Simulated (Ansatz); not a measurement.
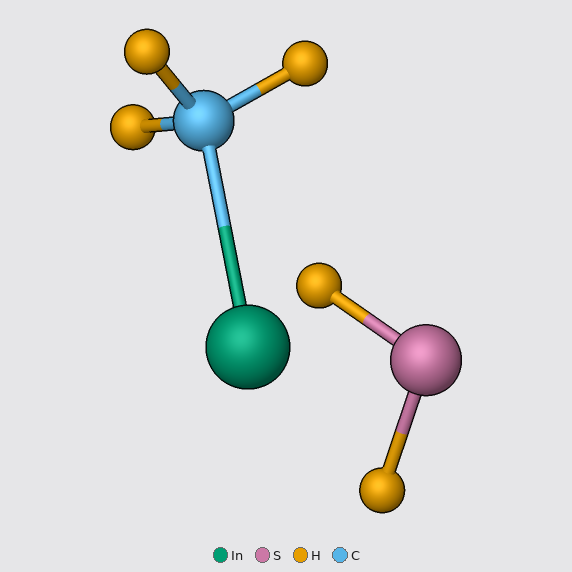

Harmonic vibrations computed with RKS PBE0-D4/def2-TZVP, core potentials on In (Ansatz 0.2.0) at a stationary point of the same level.

### Is this a minimum or a saddle point?

A minimum: no imaginary frequency, and the lowest mode lies at 63 cm⁻¹.

### List the wavenumbers.

18 modes: 63, 80, 87, 119, 206, 269, 416, 478, 543, 1140, 1204, 1434, 1439, 2720, 2737, 3008, 3091, 3104 cm⁻¹.
